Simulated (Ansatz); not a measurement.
# MoN+ (singlet): wave-function methods side by side, def2-TZVPP

How much of the correlation energy of MoN+ (singlet) does each wave-function method recover here?

Computed with Ansatz 0.2.0, Gaussian basis. Level: def2-TZVPP, core rule «outside noble gas», up to 5 orbitals frozen.

To be run: UHF; CCSD(T) on RHF; CCSD(T) on UHF; CCSDT(Q) on RHF; CCSDT(Q) on UHF.

7 further runs of the same task are left out: 4 for a known fault of the program, 3 set aside as unsound or not needed. Runs told in other sessions of the task aren't counted.

### 1 The geometry

The geometry is a PBE0/def2-TZVP stationary point (not a proven minimum). No spin-orbit coupling is included. Elements past krypton take def2 core potentials.

2 atoms, charge 1, spin multiplicity 1.

Atoms are counted from 1 here; the program's logs count them from 0.

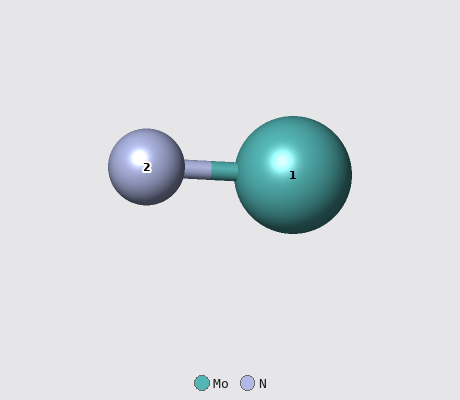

The structure; molybdenum teal, nitrogen light blue; atoms are numbered from 1 in the order of the file.

Coordinates:

| atom | x (Å) | y (Å) | z (Å) |
| --- | --- | --- | --- |
| Mo1 | 0.0000 | 0.0000 | 0.0000 |
| N2 | 0.0000 | 0.0000 | 1.5750 |

In the tables R marks a restricted determinant and U an unrestricted one; energies count from the table's Hartree-Fock row.

### 2 UHF

in.yaml reads:

```yaml
crystal:
  periodic: [false, false, false]
  atoms:
    - {symbol: Mo, position_ang: [0.000000, 0.000000, 0.000000]}
    - {symbol: N, position_ang: [0.000000, 0.000000, 1.575000]}
basis:
  gaussian: {orbitals: def2-TZVPP}
total_charge: 1
magnetization: {spin_polarized: true, initial_magnetization: 0}
hamiltonian: {xc: hf}
output: {orbitals: {seedname: orbitals}}
```

Launch:

```sh
$ ansatz run in.yaml --threads 1 --pin off --events-out ev --progress --plain --max-ram 4096MiB --backend cpu
```

The program printed:

```text
Functional definition: HF
  name "HF"
  cite "Fock, Z. Phys. 61, 126 (1930) doi:10.1007/BF01340294"
  parent pbe
  exchange = exact_x
  correlation = 0
631 factors; their error is unknown
mean field evaluation 1: about -3295.2581 eV, gradient 6.2e1 eV
mean field evaluation 2: about -3269.8337 eV, gradient 9.7e1 eV
mean field evaluation 4: about -3309.9877 eV, gradient 2.3e0 eV
mean field evaluation 8: about -3310.0282 eV, gradient 2.1e-1 eV
mean field evaluation 16: about -3310.3419 eV, gradient 3.6e-4 eV
mean field evaluation 32: about -3311.2464 eV, gradient 2.2e-3 eV
mean field evaluation 64: about -3310.3419 eV, gradient 1.6e-3 eV
mean field evaluation 96: about -3309.7135 eV, gradient 7.1e0 eV
mean field evaluation 128: about -3308.1080 eV, gradient 1.1e1 eV
mean field evaluation 160: about -3303.6158 eV, gradient 1.6e1 eV
mean field evaluation 192: about -3307.3158 eV, gradient 2.3e1 eV
mean field evaluation 224: about -3310.3827 eV, gradient 9.0e-1 eV
mean field evaluation 256: about -3303.7178 eV, gradient 8.8e0 eV
mean field evaluation 288: about -3305.9257 eV, gradient 5.6e0 eV
mean field evaluation 320: about -3310.8696 eV, gradient 4.6e-1 eV
mean field evaluation 352: about -3308.4193 eV, gradient 5.0e0 eV
mean field evaluation 384: about -3305.9566 eV, gradient 1.2e1 eV
mean field evaluation 416: about -3311.2459 eV, gradient 4.9e-1 eV
mean field -3311.24642706 eV, -121.6860617511 hartree, gradient 2.2e-5 eV, S^2 1.251236; 9 other end points of the search recorded, 0 dependent functions left out
reference -3311.24642706 eV, -121.6860617511 hartree; 10, 10 occupied and 77, 77 virtual orbitals, 631 factors
Total energy: -3311.24642706 eV, -121.6860617511 hartree
```

It took 6.5 s on 1 thread of AMD EPYC 7R13, shared host.

From the report: ⟨S²⟩ of the determinant 1.251 (pure singlet: 0.00). The determinant of HF (⟨S²⟩ 1.25) is far from a pure spin state, so its energy mixes those of several spin states; that is harmless only where they are near-degenerate.

The unrestricted solution breaks the spin symmetry, so the restricted determinant is unstable here.

### 3 CCSD(T) on RHF

in.yaml, as its differences from that of step 2:

```diff
@@ -8,4 +8,3 @@
 total_charge: 1
-magnetization: {spin_polarized: true, initial_magnetization: 0}
-hamiltonian: {xc: hf}
-output: {orbitals: {seedname: orbitals}}
+magnetization: {spin_polarized: false}
+correlation: {method: ccsd_t, electrons: outside_noble_gas}
```

The command is unchanged.

The program printed, shortened:

```text
Functional definition: HF
  name "HF"
  cite "Fock, Z. Phys. 61, 126 (1930) doi:10.1007/BF01340294"
  parent pbe
[...]
582 factors; integrals over basis functions are off by at most 1.0e-3 eV
[...]
mean field -3310.34215452 eV, -121.6528303482 hartree, gradient 1.9e-6 eV, S^2 0.000000; 9 other end points of the search recorded, 0 dependent functions left out; unrestricted orbitals would lower it
determinant -3310.34215452 eV, -121.6528303482 hartree, with singles and doubles -3320.53025390 eV, -122.0272360947 hartree
determinant -3305.30946965 eV, -121.4678825904 hartree, with singles and doubles -3315.46925355 eV, -121.8412477622 hartree
determinant -3300.81529731 eV, -121.3027248030 hartree, with singles and doubles -3309.38565108 eV, -121.6176794952 hartree
determinant -3299.25916760 eV, -121.2455380911 hartree, with singles and doubles -3307.41392404 eV, -121.5452198628 hartree
determinant -3298.11568446 eV, -121.2035158607 hartree, with singles and doubles -3306.25203002 eV, -121.5025210451 hartree
5 core orbitals not correlated: weight in the atoms' cores, before any rotation towards them, 0.979 or more for the frozen orbitals, at most 0.015 for the correlated occupied ones
reference -3310.34215452 eV, -121.6528303482 hartree; 5, 5 occupied and 77, 77 virtual orbitals, 582 factors
second order -11.36143208 eV of doubles, -0.00000000 eV of singles
cycle   1  -10.03042174 eV  change   -6.2e-1 eV  update   2.5e-2
[...]
cycle  13  -10.08439633 eV  change    3.0e-6 eV  update   6.0e-6
perturbative correction -0.70984025 eV, -0.0260861481 hartree
Total energy: -3321.13639110 eV, -122.0495112258 hartree
```

It took 7.5 s on 1 thread of AMD EPYC 7R13, shared host.

From the report: correlation -10.7942 eV; T1 0.028; largest double amplitude 0.09.

### 4 CCSD(T) on UHF

in.yaml, as its differences from that of step 3:

```diff
@@ -8,3 +8,3 @@
 total_charge: 1
-magnetization: {spin_polarized: false}
+magnetization: {spin_polarized: true, initial_magnetization: 0}
 correlation: {method: ccsd_t, electrons: outside_noble_gas}
```

Same command.

The program printed, shortened:

```text
Functional definition: HF
  name "HF"
  cite "Fock, Z. Phys. 61, 126 (1930) doi:10.1007/BF01340294"
  parent pbe
[...]
582 factors; integrals over basis functions are off by at most 1.0e-3 eV
[...]
mean field -3311.24668247 eV, -121.6860711370 hartree, gradient 1.9e-6 eV, S^2 1.251223; 26 other end points of the search recorded, 0 dependent functions left out
determinant -3311.24668247 eV, -121.6860711370 hartree, with singles and doubles -3321.25630519 eV, -122.0539179872 hartree
determinant -3310.37413711 eV, -121.6540056866 hartree, with singles and doubles -3320.50841773 eV, -122.0264336301 hartree
determinant -3310.34215452 eV, -121.6528303482 hartree, with singles and doubles -3320.53525232 eV, -122.0274197831 hartree
determinant -3309.49078156 eV, -121.6215429689 hartree, with singles and doubles -3319.21344666 eV, -121.9788443211 hartree
[...]
determinant -3308.05435366 eV, -121.5687552172 hartree, with singles and doubles -3316.76538798 eV, -121.8888798239 hartree
determinant -3305.30946965 eV, -121.4678825904 hartree, with singles and doubles -3315.51921722 eV, -121.8430838932 hartree
5 core orbitals not correlated: weight in the atoms' cores, before any rotation towards them, 0.973 or more for the frozen orbitals, at most 0.020 for the correlated occupied ones
reference -3311.24668247 eV, -121.6860711370 hartree; 5, 5 occupied and 77, 77 virtual orbitals, 582 factors
second order -10.33836013 eV of doubles, -0.00000000 eV of singles
cycle   1  -9.87338692 eV  change   -7.0e-1 eV  update   2.7e-2
[...]
cycle  15  -9.96637241 eV  change    3.1e-6 eV  update   5.7e-6
perturbative correction -0.71297374 eV, -0.0262013016 hartree
WARN: the results are in doubt because among natural orbitals the method converges to other amplitudes
Total energy: -3321.92602861 eV, -122.0785298691 hartree
In doubt: among natural orbitals the method converges to other amplitudes
```

Wall time 51 s (1 thread of AMD EPYC 7R13, shared host); peak memory 0.36 GiB.

From the report: ⟨S²⟩ of the determinant 1.251 (pure singlet: 0.00); correlation -10.6793 eV; T1 0.067; largest double amplitude 0.19. The determinant of CCSD(T) (⟨S²⟩ 1.25) is far from a pure spin state, so its energy mixes those of several spin states; high orders of coupled cluster remove much of that, low ones don't. The program marks this result as in doubt; its last lines say why.

### 5 CCSDT(Q) on RHF

in.yaml, as its differences from that of step 4:

```diff
@@ -8,3 +8,3 @@
 total_charge: 1
-magnetization: {spin_polarized: true, initial_magnetization: 0}
-correlation: {method: ccsd_t, electrons: outside_noble_gas}
+magnetization: {spin_polarized: false}
+correlation: {method: ccsdt_q, electrons: outside_noble_gas}
```

Launch:

```sh
$ ansatz run in.yaml --threads 2 --pin off --events-out ev --progress --plain --max-ram 24576MiB --backend cuda --devices 0, --max-vram 18GiB
```

The program printed, shortened:

```text
Functional definition: HF
  name "HF"
  cite "Fock, Z. Phys. 61, 126 (1930) doi:10.1007/BF01340294"
  parent pbe
[...]
1067 factors; integrals over basis functions are off by at most 2.2e-7 eV
[...]
mean field -3310.34216454 eV, -121.6528307165 hartree, gradient 2.3e-6 eV, S^2 0.000000; 9 other end points of the search recorded, 0 dependent functions left out; unrestricted orbitals would lower it
[...]
determinant -3310.34216454 eV, -121.6528307165 hartree, with singles and doubles -3320.53027631 eV, -122.0272369180 hartree
determinant -3305.30947589 eV, -121.4678828197 hartree, with singles and doubles -3315.46931602 eV, -121.8412500578 hartree
determinant -3300.81531047 eV, -121.3027252870 hartree, with singles and doubles -3309.38567629 eV, -121.6176804214 hartree
determinant -3299.25918142 eV, -121.2455385990 hartree, with singles and doubles -3307.41395292 eV, -121.5452209243 hartree
determinant -3298.11569761 eV, -121.2035163440 hartree, with singles and doubles -3306.25205693 eV, -121.5025220341 hartree
5 core orbitals not correlated: weight in the atoms' cores, before any rotation towards them, 0.979 or more for the frozen orbitals, at most 0.015 for the correlated occupied ones
reference -3310.34216454 eV, -121.6528307165 hartree; 5, 5 occupied and 77, 77 virtual orbitals, 1067 factors
second order -11.36145074 eV of doubles, -0.00000000 eV of singles
cycle   1  -9.03320304 eV  change     2.3e0 eV  update   2.2e-1
[...]
cycle  28  -10.77395097 eV  change   -2.1e-7 eV  update   2.5e-7
perturbative correction -0.11847546 eV, -0.0043538930 hartree
Total energy: -3321.23459098 eV, -122.0531200049 hartree
```

Wall time 7 s (1 × H100 (card shared with other runs) with 2 threads of AMD EPYC 7R13, shared host); peak host memory 0.8 GiB.

From the report: correlation -10.8924 eV; T1 0.025; largest double amplitude 0.27.

### 6 CCSDT(Q) on UHF

in.yaml, as its differences from that of step 5:

```diff
@@ -8,3 +8,3 @@
 total_charge: 1
-magnetization: {spin_polarized: false}
+magnetization: {spin_polarized: true, initial_magnetization: 0}
 correlation: {method: ccsdt_q, electrons: outside_noble_gas}
```

Same command.

The program printed, shortened:

```text
Functional definition: HF
  name "HF"
  cite "Fock, Z. Phys. 61, 126 (1930) doi:10.1007/BF01340294"
  parent pbe
[...]
1067 factors; integrals over basis functions are off by at most 2.2e-7 eV
[...]
mean field -3311.24669242 eV, -121.6860715030 hartree, gradient 2.2e-6 eV, S^2 1.251224; 26 other end points of the search recorded, 0 dependent functions left out
determinant -3311.24669242 eV, -121.6860715030 hartree, with singles and doubles -3321.25632448 eV, -122.0539186962 hartree
determinant -3310.37414723 eV, -121.6540060587 hartree, with singles and doubles -3320.50843976 eV, -122.0264344399 hartree
determinant -3310.34216454 eV, -121.6528307165 hartree, with singles and doubles -3320.53527568 eV, -122.0274206416 hartree
determinant -3309.49079180 eV, -121.6215433452 hartree, with singles and doubles -3319.21346573 eV, -121.9788450220 hartree
[...]
determinant -3308.05436502 eV, -121.5687556348 hartree, with singles and doubles -3316.76541011 eV, -121.8888806372 hartree
determinant -3305.30947589 eV, -121.4678828197 hartree, with singles and doubles -3315.51926660 eV, -121.8430857080 hartree
5 core orbitals not correlated: weight in the atoms' cores, before any rotation towards them, 0.973 or more for the frozen orbitals, at most 0.020 for the correlated occupied ones
reference -3311.24669242 eV, -121.6860715030 hartree; 5, 5 occupied and 77, 77 virtual orbitals, 1067 factors
second order -10.33837021 eV of doubles, -0.00000000 eV of singles
cycle   1  -8.72333049 eV  change     1.6e0 eV  update   2.1e-1
[...]
cycle  33  -10.74160970 eV  change   -5.2e-8 eV  update   2.3e-7
perturbative correction -0.11719032 eV, -0.0043066647 hartree
WARN: the results are in doubt because among natural orbitals the method converges to other amplitudes
Total energy: -3322.10549245 eV, -122.0851250434 hartree
In doubt: among natural orbitals the method converges to other amplitudes
```

Run time: 27 s. Hardware: 1 × H100 (card shared with other runs) with 2 threads of AMD EPYC 7R13, shared host; peak host memory 0.91 GiB.

From the report: ⟨S²⟩ of the determinant 1.251 (pure singlet: 0.00); correlation -10.8588 eV; T1 0.068; largest double amplitude 0.41. The determinant of CCSDT(Q) (⟨S²⟩ 1.25) is far from a pure spin state, so its energy mixes those of several spin states; high orders of coupled cluster remove much of that, low ones don't. The program marks this result as in doubt; its last lines say why.

### 7 All levels against the top one

No level here is safe as a reference; RCCSDT(Q) serves as a yardstick only. Rows without a time are mean-field rows or come out of runs for another level: lower rungs of the coupled-cluster runs, or the Hartree-Fock search.

Differences are taken before rounding.

| method | energy from the lowest RHF (kcal/mol) | from RCCSDT(Q) (kcal/mol) | time |
| --- | --- | --- | --- |
| RHF | 0.00 | +251.19 |  |
| UHF | -20.86 | +230.33 |  |
| RMP2 | -262.00 | -10.82 |  |
| UMP2 | -259.27 | -8.08 |  |
| RCCSD | -232.55 | +18.63 |  |
| UCCSD | -250.69 | +0.50 |  |
| RCCSD(T) | -248.92 | +2.26 | 7.5 s |
| UCCSD(T) | -267.13 | -15.94 | 51 s |
| RCCSDT | -248.45 | +2.73 |  |
| UCCSDT | -268.57 | -17.38 |  |
| RCCSDT(Q) | -251.19 | 0 | 7 s (GPU) |
| UCCSDT(Q) | -271.27 | -20.08 | 27 s (GPU) |

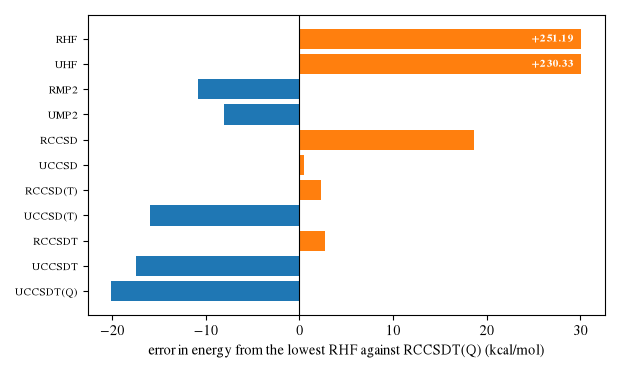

Deviations from RCCSDT(Q), method by method. Bars with a number in them are cut short.

Some runs used a GPU and others CPU threads alone; cost is compared among the CPU runs only.

The program flags UCCSD(T), UCCSDT(Q) as in doubt (see the logs), so read those rows with care; the flags are other amplitudes.

### 8 What came out

| quantity | value |
| --- | --- |
| RCCSDT(Q) from the RHF energy | -10.8924 eV |
| RMP2 from RCCSDT(Q) | -10.82 kcal/mol |
| UMP2 from RCCSDT(Q) | -8.08 kcal/mol |
| RCCSD from RCCSDT(Q) | +18.63 kcal/mol |
| RCCSD(T) from RCCSDT(Q) | +2.26 kcal/mol |
| UCCSD(T) from RCCSDT(Q) | -15.94 kcal/mol |
| UCCSDT(Q) from RCCSDT(Q) | -20.08 kcal/mol |
| T1 diagnostic | 0.028 |

**Reading.** RCCSD(T) misses by +2.26 kcal/mol, 0.9 % of the correlation energy. CCSD(T) misses by +2.26 kcal/mol on the restricted determinant and by -15.94 kcal/mol on the unrestricted one; the two need not hold the same state or core. Warnings: restricted reference is unstable; spin contamination; large T1 diagnostic.

The restricted and unrestricted ladders end 0.87 eV apart at CCSDT(Q), which points to two states or an unsound top rung; rows of one don't measure the error of the other.
